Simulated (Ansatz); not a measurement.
The starting structures come from a database of crystals and need not be the phases stable at ambient conditions.

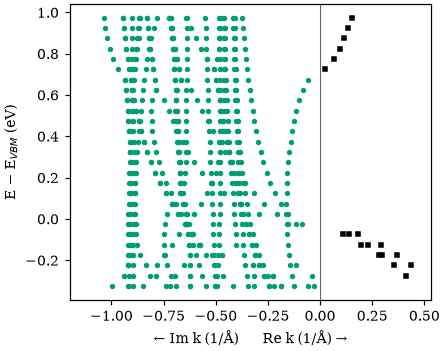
Complex bands at the centre of the two-dimensional zone; r2SCAN (Ansatz, a first-principles code)

The gap is the functional's own, uncorrected, and κ follows it; spin-orbit coupling is left out. Mid-gap values are interpolated between the computed energies.

### Question
This is Ba$_{4}$Na(BiO$_{4}$)$_{3}$ (Im-3m, not sure to be the ambient phase, 20 atoms a cell, 16.5 Å³ an atom, -5 GPa at this level) along the normal of (110). Read off the slowest decay at the centre of the two-dimensional zone at 0.38 eV, the computed energy nearest the middle of the gap.

### Answer
κ ≈ 0.14 1/Å, a decay length 1/(2κ) of the density of 3.5 Å.
